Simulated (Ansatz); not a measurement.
The figure comes from a scan of MnO (rock salt): volume and axial ratio are varied about the relaxed values (subscript 0). These are r2SCAN (plane waves to 500 eV, PAW, scalar-relativistic; Ansatz, an electronic-structure program) values and carry that method's errors. k mesh 13×13×13 (Γ-centred), Fermi-Dirac smearing 0.05 eV. Compression counts positive. With partly filled bands, the response to shear is sensitive to the k mesh, so small differences along c/a are uncertain. At this level the bands of MnO touch or barely overlap; measurements give the solid a gap. MnO is run spin-polarised and with no Hubbard U; the real compound is an antiferromagnetic insulator, a state that this run doesn't describe. MnO was relaxed with its symmetry unable to fall. Relaxed MnO ends ferromagnetic. The magnetic order is the one the run started from; other orders were not tried. 

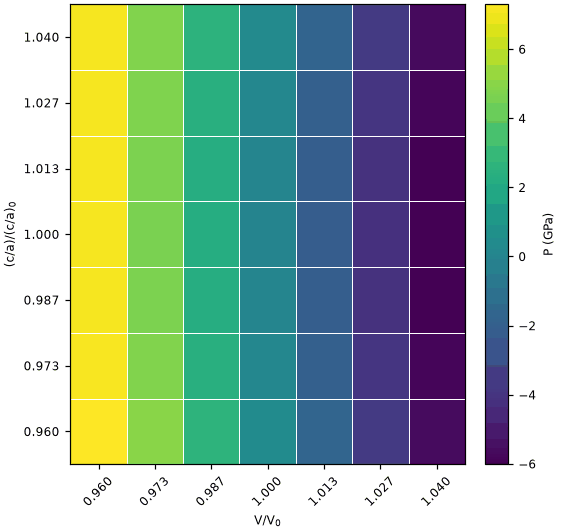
Figure: P (GPa), one tile a computed point.

Question: List the plotted points as numbers.

Answer: To the nearest 2:

P (GPa), with V/V₀ across and (c/a)/(c/a)₀ down:

| (c/a)/(c/a)₀ \ V/V₀ | 0.960 | 0.973 | 0.987 | 1.000 | 1.013 | 1.027 | 1.040 |
|---|---|---|---|---|---|---|---|
| 0.960 | 8 | 4 | 2 | 0 | -2 | -4 | -6 |
| 0.973 | 8 | 4 | 2 | 0 | -2 | -4 | -6 |
| 0.987 | 8 | 4 | 2 | 0 | -2 | -4 | -6 |
| 1.000 | 8 | 4 | 2 | 0 | -2 | -4 | -6 |
| 1.013 | 8 | 4 | 2 | 0 | -2 | -4 | -6 |
| 1.027 | 8 | 4 | 2 | 0 | -2 | -4 | -6 |
| 1.040 | 8 | 4 | 2 | 0 | -2 | -4 | -6 |

(A scan under strain: stresses follow from slopes of the energy per volume, elastic moduli from its curvatures.)
